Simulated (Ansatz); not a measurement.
## Geometry relaxation, with input and output: ZnNH₅O₂ (part 2 of 2)

Continued. System: ZnNH₅O₂. Method: RKS PBE0-D4/def2-SVP (Ansatz 0.2.0). The input holds or restrains some coordinates. It belongs to a series of runs on one base structure; here: pulled along the bonds that form and break, towards end A.

Geometry of the input (Å):
```
Zn -0.6618  0.3497  -0.6829
O  1.4488  0.2735  -0.0790
O  -1.2874  0.6459  -2.2783
H  0.7950  -0.3526  0.8237
N  -0.4092  -0.7377  1.2730
H  1.8625  1.0174  0.3608
H  -0.5868  0.9005  -2.8799
H  -0.5104  -1.7407  1.2901
H  -0.6505  -0.3561  2.1725
```

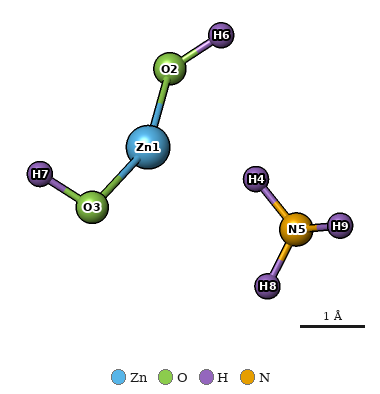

**Figure 1.** The geometry at step 6 of the log (ball-and-stick view, seen at a tilt; atoms are numbered from 1 in the order of the input).

## Log, continued
```
relax step  12: F+E_penalty+E_count = -54061.74654276 eV  Δ(F+E_penalty+E_count) = -3.243e-3 eV  max|allowed force component| = 1.009e0 eV/Å  E_restraint = 0.02201435 eV  max|allowed force component, restraints' pulls added| = 3.012e-2 eV/Å  Δτ_max = 0.0733 Å  (32 SCF iters, accepted)
  distance Zn 0 - N 4 = 3.2231 Å
  distance H 3 - O 1 = 2.2688 Å
  distance Zn 0 - O 1 = 1.8424 Å
  distance H 3 - N 4 = 1.0216 Å
1033 factors; integrals over basis functions are off by at most 7.9e-4 eV
mean field evaluation 96: about -54061.6513 eV, gradient 7.8e-6 eV
mean field -54061.65126194 eV, -1986.7290395731 hartree, gradient 7.8e-6 eV, S^2 0.000000; 1 other end points of the search recorded, 0 dependent functions left out
the calculation of the forces begins
reference -54061.65129876 eV, -1986.7290409260 hartree; 29, 29 occupied and 69, 69 virtual orbitals, 1033 factors
Total energy: -54061.74657957 eV, -1986.7325424312 hartree
Atom 0 at     0.225659     0.588412    -1.077260 Å, force     0.951351    -0.143583     0.741481 eV/Å
Atom 1 at     1.822119     0.520915    -0.160159 Å, force    -1.009195    -0.008317    -0.558549 eV/Å
Atom 2 at    -1.333139     0.516146    -1.907488 Å, force     0.000646    -0.002352     0.014055 eV/Å
Atom 3 at     0.579546    -0.711303     1.283830 Å, force     0.072933     0.030628    -0.040276 eV/Å
Atom 4 at    -0.313237    -1.054567     1.642804 Å, force    -0.020307     0.105434    -0.165689 eV/Å
Atom 5 at     1.980475     1.321515     0.352301 Å, force     0.001523     0.026265     0.010975 eV/Å
Atom 6 at    -1.293651     0.702850    -2.850667 Å, force     0.002258     0.002395    -0.004849 eV/Å
Atom 7 at    -0.745908    -1.632327     0.923991 Å, force     0.005903     0.001863     0.008175 eV/Å
Atom 8 at    -0.921664    -0.251743     1.792648 Å, force    -0.005111    -0.012334    -0.005322 eV/Å
Dipole moment:     0.007957     0.521812    -0.449608 e Å
```

## Trajectory as extended XYZ (Å, eV, eV/Å), 12 frames, from step=1 to step=12
```
9
Properties=species:S:1:pos:R:3:forces:R:3 step=1 energy=-54061.33160
Zn   -0.6618    0.3497   -0.6829    2.0755  -1.2651   2.9133
O     1.4488    0.2735   -0.0790   -1.4632  -0.6273   0.2310
O    -1.2874    0.6459   -2.2783   -0.8289   0.2102  -0.8591
H     0.7950   -0.3526    0.8237   -0.6255   0.1962  -0.3187
N    -0.4092   -0.7377    1.2730    1.0802   1.3198  -2.2824
H     1.8625    1.0174    0.3608    0.0915   0.3391   0.0256
H    -0.5868    0.9005   -2.8799    0.1807   0.0904  -0.1746
H    -0.5104   -1.7407    1.2901   -0.2263  -0.4202   0.0648
H    -0.6505   -0.3561    2.1725   -0.2841   0.1567   0.4001
9
Properties=species:S:1:pos:R:3:forces:R:3 step=2 energy=-54060.95532
Zn   -0.5730    0.4475   -0.8060    3.6465  -1.0075   4.1562
O     1.4380    0.3572   -0.2117   -1.5162   0.0197   0.1375
O    -1.3027    0.6560   -2.3191   -1.8230   0.1977  -1.9063
H     0.6783   -0.4466    0.9483   -1.8911  -0.7262   0.8532
N    -0.3351   -0.8097    1.4089    2.3753   2.1518  -3.9730
H     1.8653    1.0236    0.3521   -0.3958  -0.0198  -0.4321
H    -0.5884    0.9047   -2.8973    0.3421   0.2176  -0.6686
H    -0.5195   -1.7744    1.3099   -0.2501  -1.2771   0.2999
H    -0.6627   -0.3584    2.2148   -0.4876   0.4439   1.5331
9
Properties=species:S:1:pos:R:3:forces:R:3 step=3 energy=-54060.99022
Zn   -0.4805    0.5333   -0.8980    4.1543  -0.6760   4.1732
O     1.4338    0.4453   -0.3436   -1.1322   0.5815   0.4993
O    -1.3271    0.6581   -2.3474   -1.7117   0.2329  -2.3885
H     0.5891   -0.5453    1.0907    0.2943  -0.0002   0.0206
N    -0.2832   -0.8684    1.5084    0.5296   1.2471  -2.2455
H     1.8546    1.0200    0.3435   -0.8760  -0.4986  -0.9875
H    -0.5876    0.9077   -2.9118   -0.1816   0.0975  -0.6348
H    -0.5257   -1.7997    1.3156   -0.4785  -1.3540   0.2402
H    -0.6732   -0.3511    2.2427   -0.5982   0.3699   1.3231
9
Properties=species:S:1:pos:R:3:forces:R:3 step=4 energy=-54061.11680
Zn   -0.3500    0.6485   -0.9852    2.4411  -0.4586   2.2052
O     1.4394    0.5394   -0.4592   -0.4826   0.5222   0.9127
O    -1.3596    0.6631   -2.3962   -0.6906   0.1210  -0.8185
H     0.5880   -0.6247    1.2131    0.6387   0.2285  -0.2869
N    -0.2529   -0.9513    1.6418    0.1482   0.3785  -0.8305
H     1.8224    1.0125    0.3188   -0.7437  -0.4326  -1.0410
H    -0.6103    0.9106   -2.9564   -0.4116   0.0480  -0.8134
H    -0.5640   -1.8499    1.3330   -0.4763  -0.2245   0.3306
H    -0.7126   -0.3484    2.2902   -0.4232  -0.1825   0.3417
9
Properties=species:S:1:pos:R:3:forces:R:3 step=5 energy=-54061.35838
Zn   -0.2065    0.6936   -1.0320    1.0941  -0.3801   0.4202
O     1.5271    0.5502   -0.4345   -0.5328   0.4535   0.7264
O    -1.3854    0.6870   -2.3834    0.8454   0.3117  -0.4526
H     0.6142   -0.6732    1.2496   -0.1521  -0.0315   0.0094
N    -0.2345   -0.9999    1.7014    0.3400   0.1907  -0.5036
H     1.8108    1.0796    0.3397   -0.3716  -0.3590  -0.7363
H    -0.7411    0.8989   -3.1040   -0.9998  -0.2165   0.4280
H    -0.6357   -1.8621    1.3639   -0.1294   0.2026   0.1728
H    -0.7486   -0.3743    2.2993   -0.0938  -0.1714  -0.0643
9
Properties=species:S:1:pos:R:3:forces:R:3 step=6 energy=-54061.53731
Zn   -0.0313    0.5988   -1.0500    0.9144   0.0067   0.3024
O     1.6801    0.5950   -0.3712   -0.9255   0.1270   0.2409
O    -1.3840    0.6311   -2.2283    0.7556   0.1705  -0.3576
H     0.5180   -0.6831    1.1128   -0.0671  -0.0113   0.1541
N    -0.2199   -1.0450    1.7190    0.4360   0.0103  -0.1503
H     1.8540    1.2003    0.3705   -0.1888  -0.2717  -0.4087
H    -0.8966    0.8623   -3.0502   -0.6912  -0.1803   0.4650
H    -0.7366   -1.8179    1.3196   -0.1336   0.1710  -0.0356
H    -0.7836   -0.3416    2.1778   -0.0998  -0.0222  -0.2103
9
Properties=species:S:1:pos:R:3:forces:R:3 step=7 energy=-54061.60983
Zn    0.0423    0.5464   -1.0542    0.9376   0.1215   0.3516
O     1.7316    0.5751   -0.2962   -1.0696   0.1813   0.0829
O    -1.3900    0.6010   -2.1349    0.7658   0.1732  -0.5963
H     0.5987   -0.7388    1.1719   -0.3442  -0.0414   0.1761
N    -0.2019   -1.0661    1.7339   -0.8188   0.3581  -0.3263
H     1.8509    1.2496    0.3981   -0.1597  -0.3732  -0.4422
H    -1.0243    0.8378   -3.0199   -0.5580  -0.2436   0.8281
H    -0.7857   -1.7300    1.1985    0.5324   0.4281   0.2403
H    -0.8214   -0.2751    2.0027    0.7145  -0.6041  -0.3141
9
Properties=species:S:1:pos:R:3:forces:R:3 step=8 energy=-54061.72128
Zn    0.1616    0.6051   -1.0748    0.7511  -0.2408   0.4972
O     1.7975    0.5444   -0.2261   -1.0811   0.0898  -0.3830
O    -1.3603    0.5112   -2.0031    0.3918   0.1442  -0.1272
H     0.6035   -0.7447    1.2094   -0.0852   0.0087   0.0028
N    -0.2621   -1.0414    1.6682    0.0845   0.0364  -0.1395
H     1.8663    1.2564    0.4227    0.0611  -0.0362  -0.0297
H    -1.1844    0.7700   -2.9211   -0.1808  -0.0882   0.2457
H    -0.7804   -1.6718    1.0593    0.0514   0.0825  -0.0135
H    -0.8415   -0.2293    1.8655    0.0071   0.0035  -0.0527
9
Properties=species:S:1:pos:R:3:forces:R:3 step=9 energy=-54061.73847
Zn    0.2143    0.5669   -1.0995    0.9105  -0.1015   0.7032
O     1.8179    0.5279   -0.1946   -0.9925   0.0506  -0.4511
O    -1.3303    0.4838   -1.9600    0.0571   0.0289  -0.0775
H     0.5908   -0.6960    1.2700    0.0277   0.0114  -0.0591
N    -0.2888   -1.0622    1.6383    0.0373   0.0459  -0.1002
H     1.9096    1.2868    0.3955    0.0081  -0.0408  -0.0559
H    -1.2643    0.7348   -2.8891   -0.0326  -0.0336   0.0967
H    -0.7792   -1.5568    0.8958   -0.0049   0.0223   0.0137
H    -0.8699   -0.2853    1.9437   -0.0107   0.0167  -0.0698
9
Properties=species:S:1:pos:R:3:forces:R:3 step=10 energy=-54061.72597 accepted=F
Zn    0.2196    0.5888   -1.0688    0.9062  -0.1498   0.6998
O     1.8132    0.5344   -0.1456   -0.9270   0.4258  -0.3181
O    -1.3300    0.5082   -1.9196    0.0404   0.0473  -0.1644
H     0.5904   -0.7850    1.2438   -0.1182   0.0760   0.1124
N    -0.3112   -1.0575    1.6532   -0.3655   0.4423  -0.4451
H     1.9638    1.3596    0.3495   -0.0679  -0.4309  -0.2285
H    -1.2774    0.7230   -2.8602   -0.0093  -0.0439   0.1952
H    -0.7858   -1.6730    0.9780    0.1219   0.3638   0.3193
H    -0.8822   -0.1985    1.7696    0.4194  -0.7306  -0.1707
9
Properties=species:S:1:pos:R:3:forces:R:3 step=11 energy=-54061.74330
Zn    0.2163    0.5724   -1.0847    0.9635  -0.1191   0.7325
O     1.8144    0.5227   -0.1686   -0.9824   0.1550  -0.4318
O    -1.3301    0.4915   -1.9367   -0.0010   0.0119  -0.0468
H     0.5915   -0.7252    1.2774    0.0781   0.0467  -0.0494
N    -0.2995   -1.0630    1.6449   -0.1720   0.2204  -0.1357
H     1.9400    1.3164    0.3707   -0.0153  -0.1461  -0.1019
H    -1.2789    0.7284   -2.8694   -0.0106  -0.0177   0.0543
H    -0.7687   -1.5921    0.9104    0.0187   0.0128   0.0412
H    -0.8848   -0.2512    1.8560    0.1208  -0.1639  -0.0625
9
Properties=species:S:1:pos:R:3:forces:R:3 step=12 energy=-54061.74654
Zn    0.2257    0.5884   -1.0773    0.9514  -0.1436   0.7415
O     1.8221    0.5209   -0.1602   -1.0092  -0.0083  -0.5585
O    -1.3331    0.5161   -1.9075    0.0006  -0.0024   0.0141
H     0.5795   -0.7113    1.2838    0.0729   0.0306  -0.0403
N    -0.3132   -1.0546    1.6428   -0.0203   0.1054  -0.1657
H     1.9805    1.3215    0.3523    0.0015   0.0263   0.0110
H    -1.2937    0.7028   -2.8507    0.0023   0.0024  -0.0048
H    -0.7459   -1.6323    0.9240    0.0059   0.0019   0.0082
H    -0.9217   -0.2517    1.7926   -0.0051  -0.0123  -0.0053
```

## Results in brief

```csv
quantity,value
outcome,converged under the restraints of the input
total energy,−54061.7466 eV
mean-field energy,−54061.6513 eV
"largest force (length of the vector) at the end, held atoms and coordinates included",1.215 eV/Å
hardware,"2 threads of Intel Xeon @ 2.70GHz, 189 GiB of memory available, shared host"
wall time,42 s (CPU time 78 s)
peak memory,0.23 GiB
```
